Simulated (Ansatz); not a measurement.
# Molecular dynamics of ZnH₃ClO (part 1 of 5)

ZnH₃ClO, computed with RKS PBE0/def2-SVP (Ansatz 0.2.0).

It belongs to a series of runs on one base structure; here: dynamics from the highest image of the converged band. Figures and captions count atoms from 1; the log counts them from 0 in places.

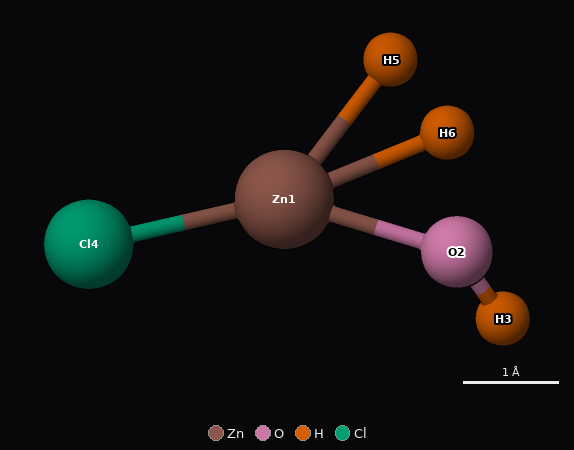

Figure 1. The starting structure (ball-and-stick view, seen on its broad side; atoms are numbered from 1 in the order of the input). Sticks mark near contacts.

The input
```yaml
crystal:
  periodic: [false, false, false]
  atoms:
    - { symbol: Zn, position_ang: [0.284234, 0.158323, -0.060523] }
    - { symbol: O, position_ang: [-0.180882, 0.231548, 1.801388] }
    - { symbol: H, position_ang: [-0.648113, -0.436331, 2.318977] }
    - { symbol: Cl, position_ang: [-0.282337, -0.116332, -2.081453] }
    - { symbol: H, position_ang: [1.836412, 0.421228, 0.934088] }
    - { symbol: H, position_ang: [1.116788, 0.292362, 1.592423] }
basis:
  gaussian: { orbitals: def2-SVP }
hamiltonian:
  xc: pbe0
md:
  timestep: 0.5
  n_steps: 200
  ensemble: nve
  temperature: 300.0
  initial_velocities: maxwell_boltzmann
  seed: 7824
```

Run on 1 thread of Arm Neoverse V1, 24 GiB of memory available, shared host.

Launch command:
```bash
ansatz run input.yaml --threads 1 --pin off --max-ram 2048MiB --backend cpu --events-out ev --progress --plain --runs-dir out
```

Output
```
Engine: ansatz 0.2.0, aarch64-unknown-linux-gnu
Functional definition: PBE0
  parameter a = 0.25
  parameter kappa = 0.804
  parameter beta = 0.06672455060314922
  exchange = (1 - a)*pbe_x(kappa = kappa, mu = beta*pi^2/3) + a*exact_x
  correlation = pbe_c(beta = beta)
792 factors; integrals over basis functions are off by at most 3.8e-4 eV
mean field evaluation 1: about -63007.4727 eV, gradient 5.6e1 eV
mean field evaluation 2: about -62989.8184 eV, gradient 1.1e2 eV
mean field evaluation 4: about -63012.8686 eV, gradient 6.4e0 eV
mean field evaluation 8: about -63013.0001 eV, gradient 4.8e-2 eV
mean field evaluation 16: about -63013.0001 eV, gradient 1.5e-5 eV
mean field -63013.00013071 eV, -2315.6850430580 hartree, gradient 1.5e-5 eV, S^2 0.000000; 0 other end points of the search recorded, 0 dependent functions left out
the calculation of the forces begins
reference -63013.00016199 eV, -2315.6850442077 hartree; 29, 29 occupied and 49, 49 virtual orbitals, 792 factors
md step     0: t =     0.00 fs  T =   300.0 K  F+E_penalty+E_count = -63013.00013071 eV  E_kin = 0.155112 eV  conserved = -63012.84501871 eV  (26 SCF iters)
these checks for a lower state are left out or cut short: starts, cluster_reference, orbital_swaps, neighbouring_geometries, increment
792 factors; integrals over basis functions are off by at most 3.8e-4 eV
mean field -63012.99762034 eV, -2315.6849508038 hartree, gradient 1.8e-5 eV, S^2 0.000000; 0 other end points of the search recorded, 0 dependent functions left out
the calculation of the forces begins
reference -63012.99765165 eV, -2315.6849519541 hartree; 29, 29 occupied and 49, 49 virtual orbitals, 792 factors
md step     1: t =     0.50 fs  T =   295.3 K  F+E_penalty+E_count = -63012.99762034 eV  E_kin = 0.152668 eV  conserved = -63012.84495204 eV  (32 SCF iters)
[... from here on the SCF iterations and repeated set-up lines of each step are left out, up to the last step ...]
md step     2: t =     1.00 fs  T =   282.4 K  F+E_penalty+E_count = -63012.99083539 eV  E_kin = 0.146031 eV  conserved = -63012.84480425 eV  (31 SCF iters)
md step     3: t =     1.50 fs  T =   265.8 K  F+E_penalty+E_count = -63012.98207294 eV  E_kin = 0.137428 eV  conserved = -63012.84464495 eV  (32 SCF iters)
md step     4: t =     2.00 fs  T =   250.1 K  F+E_penalty+E_count = -63012.97384753 eV  E_kin = 0.129313 eV  conserved = -63012.84453423 eV  (31 SCF iters)
md step     5: t =     2.50 fs  T =   238.7 K  F+E_penalty+E_count = -63012.96793867 eV  E_kin = 0.123434 eV  conserved = -63012.84450472 eV  (32 SCF iters)
md step     6: t =     3.00 fs  T =   232.7 K  F+E_penalty+E_count = -63012.96485370 eV  E_kin = 0.120295 eV  conserved = -63012.84455833 eV  (32 SCF iters)
md step     7: t =     3.50 fs  T =   230.4 K  F+E_penalty+E_count = -63012.96379666 eV  E_kin = 0.119131 eV  conserved = -63012.84466583 eV  (31 SCF iters)
md step     8: t =     4.00 fs  T =   228.9 K  F+E_penalty+E_count = -63012.96314526 eV  E_kin = 0.118374 eV  conserved = -63012.84477159 eV  (31 SCF iters)
md step     9: t =     4.50 fs  T =   225.4 K  F+E_penalty+E_count = -63012.96133975 eV  E_kin = 0.116530 eV  conserved = -63012.84480926 eV  (32 SCF iters)
md step    10: t =     5.00 fs  T =   218.9 K  F+E_penalty+E_count = -63012.95791063 eV  E_kin = 0.113177 eV  conserved = -63012.84473351 eV  (31 SCF iters)
md step    11: t =     5.50 fs  T =   211.9 K  F+E_penalty+E_count = -63012.95414102 eV  E_kin = 0.109583 eV  conserved = -63012.84455848 eV  (31 SCF iters)
md step    12: t =     6.00 fs  T =   209.7 K  F+E_penalty+E_count = -63012.95280234 eV  E_kin = 0.108433 eV  conserved = -63012.84436964 eV  (31 SCF iters)
md step    13: t =     6.50 fs  T =   217.7 K  F+E_penalty+E_count = -63012.95682414 eV  E_kin = 0.112544 eV  conserved = -63012.84428052 eV  (31 SCF iters)
md step    14: t =     7.00 fs  T =   238.4 K  F+E_penalty+E_count = -63012.96758623 eV  E_kin = 0.123236 eV  conserved = -63012.84434974 eV  (32 SCF iters)
md step    15: t =     7.50 fs  T =   269.8 K  F+E_penalty+E_count = -63012.98404912 eV  E_kin = 0.139516 eV  conserved = -63012.84453268 eV  (31 SCF iters)
md step    16: t =     8.00 fs  T =   306.9 K  F+E_penalty+E_count = -63013.00341944 eV  E_kin = 0.158702 eV  conserved = -63012.84471738 eV  (25 SCF iters)
md step    17: t =     8.50 fs  T =   344.3 K  F+E_penalty+E_count = -63013.02283420 eV  E_kin = 0.178026 eV  conserved = -63012.84480779 eV  (31 SCF iters)
md step    18: t =     9.00 fs  T =   379.2 K  F+E_penalty+E_count = -63013.04084568 eV  E_kin = 0.196067 eV  conserved = -63012.84477827 eV  (31 SCF iters)
md step    19: t =     9.50 fs  T =   412.3 K  F+E_penalty+E_count = -63013.05786843 eV  E_kin = 0.213199 eV  conserved = -63012.84466948 eV  (31 SCF iters)
md step    20: t =    10.00 fs  T =   446.9 K  F+E_penalty+E_count = -63013.07560052 eV  E_kin = 0.231049 eV  conserved = -63012.84455127 eV  (30 SCF iters)
md step    21: t =    10.50 fs  T =   486.4 K  F+E_penalty+E_count = -63013.09595325 eV  E_kin = 0.251465 eV  conserved = -63012.84448793 eV  (30 SCF iters)
md step    22: t =    11.00 fs  T =   532.9 K  F+E_penalty+E_count = -63013.12003557 eV  E_kin = 0.275517 eV  conserved = -63012.84451829 eV  (30 SCF iters)
md step    23: t =    11.50 fs  T =   585.8 K  F+E_penalty+E_count = -63013.14752504 eV  E_kin = 0.302877 eV  conserved = -63012.84464828 eV  (29 SCF iters)
md step    24: t =    12.00 fs  T =   641.6 K  F+E_penalty+E_count = -63013.17656402 eV  E_kin = 0.331715 eV  conserved = -63012.84484950 eV  (29 SCF iters)
md step    25: t =    12.50 fs  T =   694.6 K  F+E_penalty+E_count = -63013.20421205 eV  E_kin = 0.359150 eV  conserved = -63012.84506158 eV  (29 SCF iters)
md step    26: t =    13.00 fs  T =   739.2 K  F+E_penalty+E_count = -63013.22739274 eV  E_kin = 0.382186 eV  conserved = -63012.84520695 eV  (29 SCF iters)
md step    27: t =    13.50 fs  T =   771.5 K  F+E_penalty+E_count = -63013.24409249 eV  E_kin = 0.398872 eV  conserved = -63012.84522091 eV  (29 SCF iters)
md step    28: t =    14.00 fs  T =   791.5 K  F+E_penalty+E_count = -63013.25432278 eV  E_kin = 0.409229 eV  conserved = -63012.84509342 eV  (29 SCF iters)
md step    29: t =    14.50 fs  T =   803.3 K  F+E_penalty+E_count = -63013.26022046 eV  E_kin = 0.415326 eV  conserved = -63012.84489416 eV  (29 SCF iters)
md step    30: t =    15.00 fs  T =   812.7 K  F+E_penalty+E_count = -63013.26495815 eV  E_kin = 0.420215 eV  conserved = -63012.84474352 eV  (29 SCF iters)
md step    31: t =    15.50 fs  T =   824.3 K  F+E_penalty+E_count = -63013.27093712 eV  E_kin = 0.426207 eV  conserved = -63012.84473038 eV  (29 SCF iters)
md step    32: t =    16.00 fs  T =   838.7 K  F+E_penalty+E_count = -63013.27846527 eV  E_kin = 0.433622 eV  conserved = -63012.84484372 eV  (29 SCF iters)
md step    33: t =    16.50 fs  T =   852.8 K  F+E_penalty+E_count = -63013.28591321 eV  E_kin = 0.440929 eV  conserved = -63012.84498422 eV  (25 SCF iters)
md step    34: t =    17.00 fs  T =   862.9 K  F+E_penalty+E_count = -63013.29119138 eV  E_kin = 0.446149 eV  conserved = -63012.84504277 eV  (29 SCF iters)
md step    35: t =    17.50 fs  T =   867.3 K  F+E_penalty+E_count = -63013.29340180 eV  E_kin = 0.448430 eV  conserved = -63012.84497214 eV  (29 SCF iters)
md step    36: t =    18.00 fs  T =   868.0 K  F+E_penalty+E_count = -63013.29358860 eV  E_kin = 0.448785 eV  conserved = -63012.84480357 eV  (30 SCF iters)
md step    37: t =    18.50 fs  T =   869.8 K  F+E_penalty+E_count = -63013.29432293 eV  E_kin = 0.449713 eV  conserved = -63012.84461013 eV  (29 SCF iters)
md step    38: t =    19.00 fs  T =   878.3 K  F+E_penalty+E_count = -63013.29858638 eV  E_kin = 0.454118 eV  conserved = -63012.84446831 eV  (29 SCF iters)
md step    39: t =    19.50 fs  T =   897.7 K  F+E_penalty+E_count = -63013.30856815 eV  E_kin = 0.464138 eV  conserved = -63012.84442975 eV  (29 SCF iters)
md step    40: t =    20.00 fs  T =   929.0 K  F+E_penalty+E_count = -63013.32482630 eV  E_kin = 0.480315 eV  conserved = -63012.84451111 eV  (29 SCF iters)
md step    41: t =    20.50 fs  T =   969.6 K  F+E_penalty+E_count = -63013.34601317 eV  E_kin = 0.501321 eV  conserved = -63012.84469226 eV  (30 SCF iters)
md step    42: t =    21.00 fs  T =  1014.0 K  F+E_penalty+E_count = -63013.36920277 eV  E_kin = 0.524284 eV  conserved = -63012.84491889 eV  (29 SCF iters)
md step    43: t =    21.50 fs  T =  1055.3 K  F+E_penalty+E_count = -63013.39075337 eV  E_kin = 0.545638 eV  conserved = -63012.84511563 eV  (29 SCF iters)
md step    44: t =    22.00 fs  T =  1087.5 K  F+E_penalty+E_count = -63013.40749822 eV  E_kin = 0.562290 eV  conserved = -63012.84520862 eV  (29 SCF iters)
md step    45: t =    22.50 fs  T =  1107.7 K  F+E_penalty+E_count = -63013.41788188 eV  E_kin = 0.572721 eV  conserved = -63012.84516117 eV  (29 SCF iters)
md step    46: t =    23.00 fs  T =  1116.9 K  F+E_penalty+E_count = -63013.42249664 eV  E_kin = 0.577491 eV  conserved = -63012.84500540 eV  (29 SCF iters)
md step    47: t =    23.50 fs  T =  1119.3 K  F+E_penalty+E_count = -63013.42356739 eV  E_kin = 0.578728 eV  conserved = -63012.84483958 eV  (29 SCF iters)
md step    48: t =    24.00 fs  T =  1119.3 K  F+E_penalty+E_count = -63013.42346935 eV  E_kin = 0.578698 eV  conserved = -63012.84477145 eV  (29 SCF iters)
md step    49: t =    24.50 fs  T =  1118.5 K  F+E_penalty+E_count = -63013.42313840 eV  E_kin = 0.578298 eV  conserved = -63012.84484005 eV  (30 SCF iters)
md step    50: t =    25.00 fs  T =  1115.1 K  F+E_penalty+E_count = -63013.42152204 eV  E_kin = 0.576543 eV  conserved = -63012.84497908 eV  (29 SCF iters)
md step    51: t =    25.50 fs  T =  1105.3 K  F+E_penalty+E_count = -63013.41653828 eV  E_kin = 0.571465 eV  conserved = -63012.84507347 eV  (25 SCF iters)
md step    52: t =    26.00 fs  T =  1086.5 K  F+E_penalty+E_count = -63013.40679526 eV  E_kin = 0.561755 eV  conserved = -63012.84504030 eV  (29 SCF iters)
md step    53: t =    26.50 fs  T =  1059.8 K  F+E_penalty+E_count = -63013.39284949 eV  E_kin = 0.547974 eV  conserved = -63012.84487516 eV  (29 SCF iters)
md step    54: t =    27.00 fs  T =  1030.2 K  F+E_penalty+E_count = -63013.37728804 eV  E_kin = 0.532648 eV  conserved = -63012.84464040 eV  (29 SCF iters)
md step    55: t =    27.50 fs  T =  1004.5 K  F+E_penalty+E_count = -63013.36378893 eV  E_kin = 0.519368 eV  conserved = -63012.84442137 eV  (29 SCF iters)
md step    56: t =    28.00 fs  T =   989.3 K  F+E_penalty+E_count = -63013.35579042 eV  E_kin = 0.511501 eV  conserved = -63012.84428947 eV  (29 SCF iters)
md step    57: t =    28.50 fs  T =   988.5 K  F+E_penalty+E_count = -63013.35535662 eV  E_kin = 0.511075 eV  conserved = -63012.84428143 eV  (29 SCF iters)
md step    58: t =    29.00 fs  T =  1002.2 K  F+E_penalty+E_count = -63013.36258412 eV  E_kin = 0.518190 eV  conserved = -63012.84439405 eV  (29 SCF iters)
md step    59: t =    29.50 fs  T =  1027.2 K  F+E_penalty+E_count = -63013.37566967 eV  E_kin = 0.531088 eV  conserved = -63012.84458171 eV  (29 SCF iters)
md step    60: t =    30.00 fs  T =  1057.7 K  F+E_penalty+E_count = -63013.39163985 eV  E_kin = 0.546871 eV  conserved = -63012.84476854 eV  (30 SCF iters)
md step    61: t =    30.50 fs  T =  1088.3 K  F+E_penalty+E_count = -63013.40757246 eV  E_kin = 0.562704 eV  conserved = -63012.84486817 eV  (30 SCF iters)
md step    62: t =    31.00 fs  T =  1116.2 K  F+E_penalty+E_count = -63013.42193089 eV  E_kin = 0.577104 eV  conserved = -63012.84482728 eV  (29 SCF iters)
md step    63: t =    31.50 fs  T =  1142.4 K  F+E_penalty+E_count = -63013.43534522 eV  E_kin = 0.590673 eV  conserved = -63012.84467191 eV  (29 SCF iters)
md step    64: t =    32.00 fs  T =  1171.4 K  F+E_penalty+E_count = -63013.45016838 eV  E_kin = 0.605653 eV  conserved = -63012.84451498 eV  (29 SCF iters)
md step    65: t =    32.50 fs  T =  1207.3 K  F+E_penalty+E_count = -63013.46873824 eV  E_kin = 0.624241 eV  conserved = -63012.84449709 eV  (29 SCF iters)
md step    66: t =    33.00 fs  T =  1250.7 K  F+E_penalty+E_count = -63013.49131270 eV  E_kin = 0.646639 eV  conserved = -63012.84467369 eV  (29 SCF iters)
md step    67: t =    33.50 fs  T =  1296.4 K  F+E_penalty+E_count = -63013.51525282 eV  E_kin = 0.670287 eV  conserved = -63012.84496558 eV  (29 SCF iters)
md step    68: t =    34.00 fs  T =  1336.4 K  F+E_penalty+E_count = -63013.53619747 eV  E_kin = 0.690982 eV  conserved = -63012.84521588 eV  (30 SCF iters)
md step    69: t =    34.50 fs  T =  1363.7 K  F+E_penalty+E_count = -63013.55040220 eV  E_kin = 0.705101 eV  conserved = -63012.84530139 eV  (25 SCF iters)
md step    70: t =    35.00 fs  T =  1375.9 K  F+E_penalty+E_count = -63013.55661475 eV  E_kin = 0.711416 eV  conserved = -63012.84519863 eV  (29 SCF iters)
md step    71: t =    35.50 fs  T =  1376.1 K  F+E_penalty+E_count = -63013.55647549 eV  E_kin = 0.711504 eV  conserved = -63012.84497188 eV  (29 SCF iters)
md step    72: t =    36.00 fs  T =  1371.0 K  F+E_penalty+E_count = -63013.55356393 eV  E_kin = 0.708843 eV  conserved = -63012.84472096 eV  (29 SCF iters)
md step    73: t =    36.50 fs  T =  1368.0 K  F+E_penalty+E_count = -63013.55185161 eV  E_kin = 0.707316 eV  conserved = -63012.84453516 eV  (30 SCF iters)
md step    74: t =    37.00 fs  T =  1372.9 K  F+E_penalty+E_count = -63013.55429256 eV  E_kin = 0.709826 eV  conserved = -63012.84446668 eV  (29 SCF iters)
md step    75: t =    37.50 fs  T =  1387.6 K  F+E_penalty+E_count = -63013.56198292 eV  E_kin = 0.717460 eV  conserved = -63012.84452332 eV  (29 SCF iters)
md step    76: t =    38.00 fs  T =  1410.7 K  F+E_penalty+E_count = -63013.57404172 eV  E_kin = 0.729373 eV  conserved = -63012.84466856 eV  (29 SCF iters)
md step    77: t =    38.50 fs  T =  1437.8 K  F+E_penalty+E_count = -63013.58820736 eV  E_kin = 0.743377 eV  conserved = -63012.84483025 eV  (29 SCF iters)
md step    78: t =    39.00 fs  T =  1464.3 K  F+E_penalty+E_count = -63013.60199824 eV  E_kin = 0.757077 eV  conserved = -63012.84492097 eV  (29 SCF iters)
md step    79: t =    39.50 fs  T =  1487.7 K  F+E_penalty+E_count = -63013.61407850 eV  E_kin = 0.769201 eV  conserved = -63012.84487713 eV  (29 SCF iters)
md step    80: t =    40.00 fs  T =  1509.6 K  F+E_penalty+E_count = -63013.62520507 eV  E_kin = 0.780499 eV  conserved = -63012.84470626 eV  (31 SCF iters)
md step    81: t =    40.50 fs  T =  1534.8 K  F+E_penalty+E_count = -63013.63804764 eV  E_kin = 0.793538 eV  conserved = -63012.84450933 eV  (29 SCF iters)
md step    82: t =    41.00 fs  T =  1568.9 K  F+E_penalty+E_count = -63013.65560699 eV  E_kin = 0.811170 eV  conserved = -63012.84443655 eV  (29 SCF iters)
md step    83: t =    41.50 fs  T =  1613.7 K  F+E_penalty+E_count = -63013.67895123 eV  E_kin = 0.834368 eV  conserved = -63012.84458320 eV  (29 SCF iters)
md step    84: t =    42.00 fs  T =  1665.1 K  F+E_penalty+E_count = -63013.70581635 eV  E_kin = 0.860909 eV  conserved = -63012.84490699 eV  (30 SCF iters)
md step    85: t =    42.50 fs  T =  1713.6 K  F+E_penalty+E_count = -63013.73125389 eV  E_kin = 0.886002 eV  conserved = -63012.84525180 eV  (29 SCF iters)
md step    86: t =    43.00 fs  T =  1749.4 K  F+E_penalty+E_count = -63013.74998009 eV  E_kin = 0.904524 eV  conserved = -63012.84545653 eV  (29 SCF iters)
md step    87: t =    43.50 fs  T =  1766.6 K  F+E_penalty+E_count = -63013.75882945 eV  E_kin = 0.913379 eV  conserved = -63012.84545072 eV  (26 SCF iters)
md step    88: t =    44.00 fs  T =  1765.0 K  F+E_penalty+E_count = -63013.75787215 eV  E_kin = 0.912601 eV  conserved = -63012.84527157 eV  (29 SCF iters)
md step    89: t =    44.50 fs  T =  1750.1 K  F+E_penalty+E_count = -63013.74989138 eV  E_kin = 0.904873 eV  conserved = -63012.84501847 eV  (29 SCF iters)
md step    90: t =    45.00 fs  T =  1729.2 K  F+E_penalty+E_count = -63013.73886530 eV  E_kin = 0.894069 eV  conserved = -63012.84479666 eV  (29 SCF iters)
md step    91: t =    45.50 fs  T =  1709.0 K  F+E_penalty+E_count = -63013.72831153 eV  E_kin = 0.883634 eV  conserved = -63012.84467803 eV  (29 SCF iters)
md step    92: t =    46.00 fs  T =  1693.1 K  F+E_penalty+E_count = -63013.72010043 eV  E_kin = 0.875408 eV  conserved = -63012.84469208 eV  (29 SCF iters)
md step    93: t =    46.50 fs  T =  1681.0 K  F+E_penalty+E_count = -63013.71398675 eV  E_kin = 0.869168 eV  conserved = -63012.84481908 eV  (29 SCF iters)
md step    94: t =    47.00 fs  T =  1669.0 K  F+E_penalty+E_count = -63013.70793867 eV  E_kin = 0.862945 eV  conserved = -63012.84499359 eV  (29 SCF iters)
md step    95: t =    47.50 fs  T =  1651.9 K  F+E_penalty+E_count = -63013.69920113 eV  E_kin = 0.854083 eV  conserved = -63012.84511802 eV  (29 SCF iters)
md step    96: t =    48.00 fs  T =  1626.1 K  F+E_penalty+E_count = -63013.68585040 eV  E_kin = 0.840755 eV  conserved = -63012.84509510 eV  (29 SCF iters)
md step    97: t =    48.50 fs  T =  1592.5 K  F+E_penalty+E_count = -63013.66827935 eV  E_kin = 0.823393 eV  conserved = -63012.84488639 eV  (29 SCF iters)
md step    98: t =    49.00 fs  T =  1557.3 K  F+E_penalty+E_count = -63013.64972676 eV  E_kin = 0.805163 eV  conserved = -63012.84456365 eV  (30 SCF iters)
md step    99: t =    49.50 fs  T =  1529.5 K  F+E_penalty+E_count = -63013.63511571 eV  E_kin = 0.790817 eV  conserved = -63012.84429862 eV  (29 SCF iters)
md step   100: t =    50.00 fs  T =  1516.7 K  F+E_penalty+E_count = -63013.62844388 eV  E_kin = 0.784187 eV  conserved = -63012.84425728 eV  (29 SCF iters)
md step   101: t =    50.50 fs  T =  1519.9 K  F+E_penalty+E_count = -63013.63031339 eV  E_kin = 0.785843 eV  conserved = -63012.84447048 eV  (29 SCF iters)
md step   102: t =    51.00 fs  T =  1533.1 K  F+E_penalty+E_count = -63013.63746727 eV  E_kin = 0.792655 eV  conserved = -63012.84481197 eV  (29 SCF iters)
md step   103: t =    51.50 fs  T =  1546.5 K  F+E_penalty+E_count = -63013.64469379 eV  E_kin = 0.799599 eV  conserved = -63012.84509448 eV  (29 SCF iters)
md step   104: t =    52.00 fs  T =  1552.0 K  F+E_penalty+E_count = -63013.64763760 eV  E_kin = 0.802437 eV  conserved = -63012.84520083 eV  (29 SCF iters)
md step   105: t =    52.50 fs  T =  1546.3 K  F+E_penalty+E_count = -63013.64463129 eV  E_kin = 0.799503 eV  conserved = -63012.84512849 eV  (25 SCF iters)
md step   106: t =    53.00 fs  T =  1531.5 K  F+E_penalty+E_count = -63013.63679856 eV  E_kin = 0.791843 eV  conserved = -63012.84495577 eV  (30 SCF iters)
md step   107: t =    53.50 fs  T =  1512.6 K  F+E_penalty+E_count = -63013.62687881 eV  E_kin = 0.782097 eV  conserved = -63012.84478213 eV  (30 SCF iters)
md step   108: t =    54.00 fs  T =  1495.0 K  F+E_penalty+E_count = -63013.61765873 eV  E_kin = 0.772971 eV  conserved = -63012.84468732 eV  (29 SCF iters)
md step   109: t =    54.50 fs  T =  1481.5 K  F+E_penalty+E_count = -63013.61068692 eV  E_kin = 0.765976 eV  conserved = -63012.84471118 eV  (29 SCF iters)
md step   110: t =    55.00 fs  T =  1471.4 K  F+E_penalty+E_count = -63013.60561364 eV  E_kin = 0.760765 eV  conserved = -63012.84484894 eV  (29 SCF iters)
md step   111: t =    55.50 fs  T =  1460.6 K  F+E_penalty+E_count = -63013.60026544 eV  E_kin = 0.755214 eV  conserved = -63012.84505122 eV  (29 SCF iters)
```
